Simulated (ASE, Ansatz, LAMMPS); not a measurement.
# Structural relaxation of Σ7 (111) twist boundary in a CdSe-CdTe solid solution (84 atoms), part 3 of 3

How does Σ7 (111) twist boundary in a CdSe-CdTe solid solution (84 atoms) relax, and what do bonds and levels look like afterwards?

Ansatz 0.2.0; Kohn-Sham DFT, PBE, PAW (set soft_2, large core), plane waves.

The cell: 42 Cd, 27 Se and 15 Te. The host structure and its lattice constant were typed by rule, without a check against the phase diagram. The Brillouin zone is sampled at Γ only, in a cell whose shortest periodic width is 10 Å. Spin–orbit coupling is left out.

So far. Step 4 (Relaxation): The relaxation changed the energy by -14.2 meV/atom, and atoms moved by 0.42 Å r.m.s., 0.83 Å at most.

### 6. Single point at the relaxed geometry

One more single point at the end of the walk gives the fuller output and checks the residual forces.

input.yaml reads:

```yaml
crystal:
  lattice:
    - [11.63132, 0.0, 0.0]
    - [5.81566, 10.07302, 0.0]
    - [0.0, 0.0, 21.36885]
  atoms:
    - { symbol: Cd, position: [0.56638, 0.35565, 0.44957] }
    - { symbol: Se, position: [0.55376, 0.35728, 0.06915] }
    - { symbol: Cd, position: [0.70857, 0.12116, 0.11991] }
    - { symbol: Se, position: [0.72642, 0.11765, 0.24258] }
    - { symbol: Cd, position: [0.13913, 0.60714, 0.43615] }
    - { symbol: Se, position: [0.11218, 0.62763, 0.05438] }
    - { symbol: Cd, position: [0.17182, 0.801, 0.10184] }
    - { symbol: Te, position: [0.15159, 0.81845, 0.23198] }
    - { symbol: Cd, position: [0.21877, 0.22167, 0.43827] }
    - { symbol: Te, position: [0.25542, 0.21278, 0.05124] }
    - { symbol: Cd, position: [0.30951, 0.40786, 0.10312] }
    - { symbol: Se, position: [0.30099, 0.40857, 0.22648] }
    - { symbol: Cd, position: [0.36389, 0.58159, 0.27621] }
    - { symbol: Se, position: [0.36934, 0.57658, 0.39895] }
    - { symbol: Cd, position: [0.48208, 0.18472, 0.27749] }
    - { symbol: Te, position: [0.473, 0.18608, 0.40729] }
    - { symbol: Cd, position: [0.65375, 0.9275, 0.45177] }
    - { symbol: Se, position: [0.66563, 0.94022, 0.06534] }
    - { symbol: Cd, position: [0.82595, 0.5115, 0.43622] }
    - { symbol: Te, position: [0.82163, 0.5002, 0.0531] }
    - { symbol: Cd, position: [0.86861, 0.69986, 0.1] }
    - { symbol: Se, position: [0.86499, 0.68549, 0.22398] }
    - { symbol: Cd, position: [0.90134, 0.87016, 0.27643] }
    - { symbol: Te, position: [0.91037, 0.85598, 0.40683] }
    - { symbol: Cd, position: [0.95404, 0.05706, 0.45356] }
    - { symbol: Te, position: [0.95846, 0.05024, 0.068] }
    - { symbol: Cd, position: [0.01697, 0.25235, 0.10206] }
    - { symbol: Se, position: [0.01059, 0.26414, 0.22558] }
    - { symbol: Cd, position: [0.06373, 0.45196, 0.26155] }
    - { symbol: Se, position: [0.05771, 0.45167, 0.38588] }
    - { symbol: Cd, position: [0.40127, 0.76893, 0.44572] }
    - { symbol: Se, position: [0.40201, 0.7712, 0.06634] }
    - { symbol: Cd, position: [0.43699, 0.96668, 0.10506] }
    - { symbol: Te, position: [0.4396, 0.98037, 0.23433] }
    - { symbol: Cd, position: [0.59025, 0.54622, 0.11679] }
    - { symbol: Se, position: [0.60014, 0.53201, 0.2388] }
    - { symbol: Cd, position: [0.63589, 0.72983, 0.27373] }
    - { symbol: Se, position: [0.62414, 0.73786, 0.39723] }
    - { symbol: Cd, position: [0.79193, 0.2955, 0.27954] }
    - { symbol: Se, position: [0.80167, 0.30078, 0.40297] }
    - { symbol: Cd, position: [0.18758, 0.028, 0.26809] }
    - { symbol: Te, position: [0.1949, 0.00805, 0.39876] }
    - { symbol: Cd, position: [0.56032, 0.03672, 0.9496] }
    - { symbol: Te, position: [0.55967, 0.03989, 0.57305] }
    - { symbol: Cd, position: [0.95105, 0.95675, 0.94574] }
    - { symbol: Se, position: [0.96602, 0.95392, 0.56989] }
    - { symbol: Cd, position: [0.73552, 0.11291, 0.62536] }
    - { symbol: Se, position: [0.73469, 0.11552, 0.74802] }
    - { symbol: Cd, position: [0.40517, 0.77631, 0.94261] }
    - { symbol: Se, position: [0.38903, 0.7838, 0.56983] }
    - { symbol: Cd, position: [0.16336, 0.9851, 0.6114] }
    - { symbol: Se, position: [0.15544, 0.98057, 0.73454] }
    - { symbol: Cd, position: [0.92387, 0.17148, 0.7806] }
    - { symbol: Se, position: [0.9129, 0.19031, 0.90374] }
    - { symbol: Cd, position: [0.8232, 0.62239, 0.93456] }
    - { symbol: Te, position: [0.82516, 0.63573, 0.55448] }
    - { symbol: Cd, position: [0.5875, 0.80155, 0.61894] }
    - { symbol: Se, position: [0.59795, 0.81427, 0.74108] }
    - { symbol: Cd, position: [0.35946, 0.0009, 0.77662] }
    - { symbol: Se, position: [0.36426, 0.0073, 0.89967] }
    - { symbol: Cd, position: [0.21853, 0.51471, 0.94073] }
    - { symbol: Te, position: [0.24289, 0.50142, 0.5571] }
    - { symbol: Cd, position: [0.00389, 0.71486, 0.60093] }
    - { symbol: Se, position: [0.00426, 0.69809, 0.72499] }
    - { symbol: Cd, position: [0.78049, 0.87501, 0.78021] }
    - { symbol: Se, position: [0.79622, 0.85918, 0.90355] }
    - { symbol: Cd, position: [0.66909, 0.36098, 0.95404] }
    - { symbol: Te, position: [0.67234, 0.35623, 0.56991] }
    - { symbol: Cd, position: [0.42787, 0.55552, 0.61465] }
    - { symbol: Se, position: [0.43155, 0.54644, 0.73717] }
    - { symbol: Cd, position: [0.19109, 0.74495, 0.76744] }
    - { symbol: Te, position: [0.19225, 0.75254, 0.89747] }
    - { symbol: Cd, position: [0.89166, 0.3906, 0.60697] }
    - { symbol: Se, position: [0.86713, 0.40176, 0.72966] }
    - { symbol: Cd, position: [0.62915, 0.58023, 0.77352] }
    - { symbol: Se, position: [0.62915, 0.58305, 0.8967] }
    - { symbol: Cd, position: [0.12873, 0.20692, 0.9346] }
    - { symbol: Se, position: [0.11185, 0.20749, 0.55255] }
    - { symbol: Cd, position: [0.29867, 0.24801, 0.59917] }
    - { symbol: Te, position: [0.29938, 0.25201, 0.72942] }
    - { symbol: Cd, position: [0.04975, 0.46288, 0.76476] }
    - { symbol: Se, position: [0.0563, 0.44681, 0.88847] }
    - { symbol: Cd, position: [0.49058, 0.30604, 0.77781] }
    - { symbol: Te, position: [0.4772, 0.29996, 0.90859] }
kpoints:
  mp_grid: { grid: [1, 1, 1] }
hamiltonian:
  xc: pbe
  pseudopotentials: { kind: paw, core: large }
scf:
  occupations: { method: fermi_dirac, width: 0.025 }
output:
  forces: true
  stress: true
  populations: true
  dos:
    method: { smearing: { sigma: 0.15 } }
    de: 0.1
    projected:
      site_lists:
        Cd: [Cd]
        Se: [Se]
        Te: [Te]
        lower_grain: [0, 1, 2, 3, 4, 5, 6, 7, 8, 9, 10, 11, 12, 13, 14, 15, 16, 17, 18, 19, 20, 21, 22, 23, 24, 25, 26, 27, 28, 29, 30, 31, 32, 33, 34, 35, 36, 37, 38, 39, 40, 41]
        upper_grain: [42, 43, 44, 45, 46, 47, 48, 49, 50, 51, 52, 53, 54, 55, 56, 57, 58, 59, 60, 61, 62, 63, 64, 65, 66, 67, 68, 69, 70, 71, 72, 73, 74, 75, 76, 77, 78, 79, 80, 81, 82, 83]
  eigenvalues: true
  write_density: true
  write_potential: true
  volumetric_format: npy
  elf: true
```

Run with:

```
> ansatz run input.yaml --threads 4 --pin off --max-ram 8192MiB --backend cpu --events-out ev --progress --plain --runs-dir out
```

Numbers of over 12 decimals in the logs are rounded to 6 here.

Log:

```text
[...]
Crystal: 84 atoms, lattice volume = 2503.628 Å³
Basis set: ecut = 420 eV, 49013 PW (Γ), exchange–correlation on 160×160×288 points (8 copies of the dense FFT grid, shifted against one another)
Bands: 656, of which v1, the nominal top of the filled ones, is band 546 counted from 1 (545 counted from 0)
Symmetry: 1 space group operations
[...]
k-points: 1
[...]
SCF iter   1: F=—  HF=-490520.953567 eV  |F-HF|=—  |Δ(HF+E_count)|=         —  Δρ=2.24e-2  dr2=2.46e1  ethr=3.10e-3  ⟨swp⟩=7.0  Hψ=2442  notcnv=0  defer=65
[...]
SCF iter  12: F=-490515.583370 eV  HF=-490515.583370 eV  |F-HF|=5.36e-9  |Δ(HF+E_count)|=   4.60e-8  Δρ=6.02e-7  dr2=1.20e-8  ethr=9.16e-12  ⟨swp⟩=20.0  Hψ=6022  notcnv=0
SCF 1 converged in 12 iterations: F = -490515.583370 eV  dr2 = 1.20e-8
[...]
SCF converged after 12 iterations
Free energy (F): -490515.583370 eV
[...]
Internal energy: -490515.582781 eV  (E = F + TS)
E sigma→0 (E₀):  -490515.583076 eV
Entropy (-TS):   -0.000589 eV (-0.007 meV/atom)
Fermi energy:    6.793466 eV
[...]
--- Forces (eV/Å), atoms counted from 1 ---
  atom   1  Cd     0.00098550     0.00007999     0.00141486
  atom   2  Se     0.00852818     0.01037257    -0.00010051
  atom   3  Cd     0.00148505     0.00161725     0.00466808
  atom   4  Se     0.00115589    -0.00166739    -0.00330811
  atom   5  Cd    -0.00051446     0.00107436     0.00038190
  atom   6  Se    -0.00524803    -0.00351419    -0.00429529
  atom   7  Cd     0.00149816     0.00350286     0.00389147
  atom   8  Te    -0.00104113    -0.00173184    -0.00399503
  atom   9  Cd     0.00280102    -0.00067439    -0.00380830
  atom  10  Te    -0.00085630     0.00125639     0.00289587
  atom  11  Cd     0.00189809    -0.00311243     0.00101238
  atom  12  Se    -0.00112154     0.00023024    -0.00118665
  atom  13  Cd     0.00070279    -0.00018152     0.00077399
  atom  14  Se     0.00027406    -0.00282494    -0.00016980
[...]
atom  83  Cd    -0.00314678     0.00013462     0.00248447
  atom  84  Te    -0.00422465    -0.00521322    -0.00685101
  max |Σ_I F_I| component: 6.38e-6 eV/Å
--- Stress (GPa, compression-positive) ---
        1.863096      -0.020839      -0.008917
       -0.020839       1.938792       0.007742
       -0.008917       0.007742       2.716274
  P = ⅓ Tr σ = 2.1727 GPa (21.727 kbar)
--- Band table (eV) ---
[...]
--- Löwdin populations: 84 sites ---
  site symbol       q [e]
     0     Cd     18.8111
     1     Se      7.0542
     2     Cd     18.7791
[...]
83     Te      6.8811
  spilling = 0.007977 (of n_electrons = 1092.000000)
```

Elapsed: 1.8 min, on 4 threads of Arm Neoverse V1, shared host; peak memory 4.1 GiB.

The run gave:

| Item | Value |
| --- | --- |
| free energy | -490515.5834 eV |
| free energy per atom | -5839.4712 eV/atom |
| SCF cycles | 12 |
| pressure | 2.173 GPa |
| r.m.s. force component | 0.00257 eV/Å |
| longest force | 0.01343 eV/Å |
| Fermi energy | 6.793 eV |
| gap (highest filled to lowest empty level) | 0.3645 eV |
| spilling of the projection | 0.007977 |

By region:

```csv
region,atoms,mean length of the force (eV/Å)
lower grain,42,0.004
upper grain,42,0.004
```

States in the cell by windows of 1 eV, zero at the Fermi level; the larger projections on atomic orbitals stand beside the total:

```csv
from (eV),to (eV),total,Cd d,upper grain,lower grain,Se p,Te p,Cd s
-18,-14,0.0,0.0,0.0,0.0,0.0,0.0,0.0
-14,-13,0.6,0.0,0.3,0.2,0.0,0.0,0.1
-13,-12,53.4,3.3,27.6,25.6,0.0,0.1,4.3
-12,-11,3.4,0.3,1.4,1.9,0.0,0.0,0.3
-11,-10,26.6,3.4,12.4,14.1,0.1,0.0,1.7
-10,-9,0.0,0.0,0.0,0.0,0.0,0.0,0.0
-9,-8,324.8,315.0,163.3,161.3,5.9,2.2,0.6
-8,-7,95.2,88.2,46.6,48.5,0.7,0.4,1.0
-7,-5,0.0,0.0,0.0,0.0,0.0,0.0,0.0
-5,-4,49.3,1.3,24.8,24.0,21.0,9.1,15.7
-4,-3,30.6,1.2,14.7,15.4,13.6,6.0,7.5
-3,-2,67.5,2.2,33.1,31.6,44.1,16.2,1.5
-2,-1,67.7,2.6,32.4,32.3,37.0,23.6,1.1
-1,0,37.1,1.5,17.0,18.8,16.2,17.6,0.4
0,1,1.9,0.0,0.9,0.9,0.0,0.0,1.2
1,2,12.2,0.0,5.2,5.0,1.8,1.3,6.1
2,3,31.3,0.1,11.9,11.5,4.8,3.5,13.6
3,4,55.7,0.1,14.6,15.2,7.5,4.5,16.8
4,5,42.7,0.1,3.8,3.7,2.2,1.4,3.7
```

The stored curve holds about 756 of the 1092 electrons; the rest, give or take the few that broadening carries across the Fermi level, lie in deeper levels below its range.

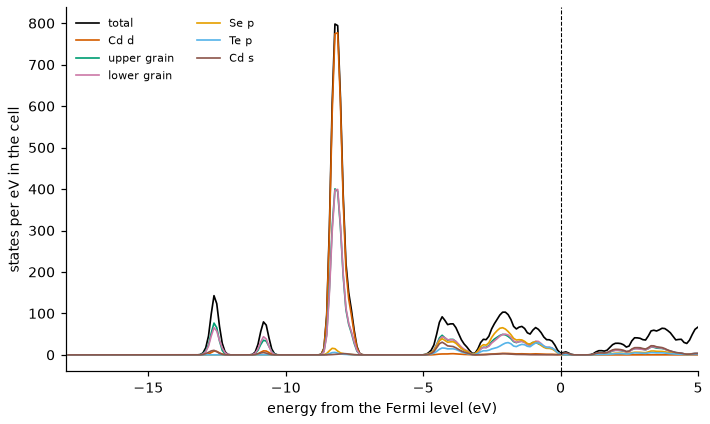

Total and projected density of states, with the broadening of the input.

The levels nearest the highest filled one (over half full), pooled over k-points and spins:

```csv
level less the highest filled one (eV),occupation
-0.277,2
-0.230,2
-0.190,2
-0.103,2
-0.0796,2
0,2.00
0.364,0.001
1.52,0
1.70,0
1.94,0
2.04,0
2.12,0
```

Planar average of the electrostatic potential energy along the normal, with the Fermi level as zero, after a running mean with a triangular window 4 Å wide at its base:

```csv
height (Å),potential energy (eV)
0.0,-1.12
0.9,-2.48
1.6,-3.60
2.5,-2.27
3.4,-0.59
4.3,-1.87
5.0,-3.61
5.9,-2.91
6.8,-0.78
7.6,-0.95
8.5,-3.12
9.3,-3.30
10.2,-1.44
11.0,-1.12
11.9,-2.85
12.8,-3.27
13.7,-1.36
14.4,-0.76
15.3,-2.69
16.2,-3.85
16.9,-2.33
17.8,-0.69
18.7,-2.16
19.6,-3.75
20.3,-2.78
21.2,-1.16
```

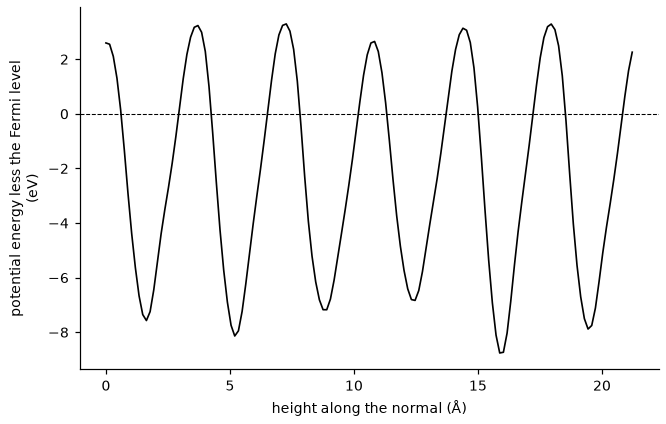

Planar average of the electrostatic potential energy; the dashed line is the Fermi level.

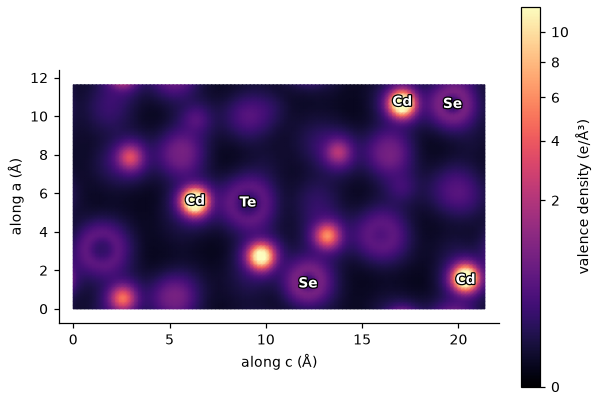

Valence density in the ca plane at fractional y = 0.190, with atoms of Cd and Te and Se within 0.2 Å of it. It is the smooth field of the valence electrons, not physical close to the nuclei. The colour scale is stretched toward low values.

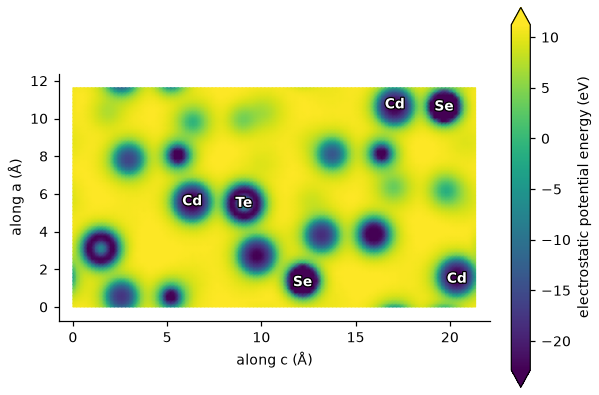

Electrostatic potential energy in the ca plane at fractional y = 0.190, with atoms of Cd and Te and Se within 0.2 Å of it. With pseudopotentials it is smooth inside the atoms' cores, unlike the true potential.

Local excerpt of 10 atoms (numbers count through the whole input) about Se64, picked at random; x, y, z are measured from there.

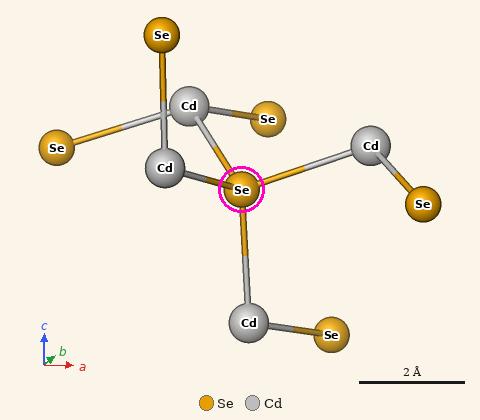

The atoms of the table, within 4.4 Å (arrows a, b, c point along x, y, z); some may hide others; the central atom is ringed.

```csv
atom,x,y,z,distance (Å),bonds
Se64,0.00,0.00,0.00,0.00,4
Cd71,2.45,0.47,0.91,2.65,4
Cd81,-0.84,-2.37,0.85,2.65,4
Cd65,-1.57,1.78,1.18,2.65,4
Cd63,0.09,0.17,-2.65,2.66,4
Se58,-4.05,1.17,0.34,4.23,4
Se48,-0.71,4.20,0.49,4.29,4
Se46,1.04,2.58,-3.31,4.33,4
Se70,4.09,-1.53,0.26,4.37,4
Se82,-0.86,-2.53,3.49,4.40,4
```

The column of bonds counts only the pairs Cd-Se within 3.12 Å, Cd-Te within 3.30 Å; other neighbours, such as metal atoms beside each other in a compound, aren't counted, and periodic images can show an atom twice.

### 7. Summary of results

| Item | Value |
| --- | --- |
| energy change in the relaxation | -14.21 meV/atom |
| r.m.s. displacement | 0.418 Å |
| largest displacement | 0.833 Å |
| free energy per atom | -5839.4712 eV/atom |
| density | 5.815 g/cm³ |
| pressure | 2.173 GPa |
| r.m.s. force component | 0.00257 eV/Å |
| gap (highest filled to lowest empty level) | 0.3645 eV |
| wall time of the 3 DFT runs | 15 min |

In words: Relaxation lowers the energy by 14.2 meV/atom and moves atoms by 0.42 Å r.m.s.; the r.m.s. force component goes from 0.17 to 0.0026 eV/Å, the pressure goes from 2.8 to 2.2 GPa, and the gap from 0.166 to 0.364 eV. By the final cutoffs 2 of 166 bonded pairs parted and 4 joined. Afterwards all atoms of each element have one and the same coordination, so bonds have reconnected across the defect, which no longer shows in the counts. From the first step to the last the energy fell by 1.193 eV, and the largest move was 0.83 Å (Cd67). The Cd-Se bonds change most in mean length: from 2.647 Å (spread 0.037) to 2.660 Å (spread 0.032), and their number from 107 to 108. With the cutoffs above, all Cd atoms have 4, all Se atoms have 4 and all Te atoms have 4 bonded neighbours. Between filled and empty levels lie 0.364 eV at Γ alone; the mesh holds the band edges only if they fold onto it, so the gap at this level can be narrower or closed.

Caveats: The pressure of 2.2 GPa says that the cell would expand at this level of theory.

[Logs are printed without paths, hosts, clocks, repeated set-up lines and the standing remarks that a program may print on its own settings, such as how far it seeks lower states.]

[Hosts, paths, dates, database ids (printed as entryN), source tags and the programs' standing remarks are cut or masked in the printed files.]
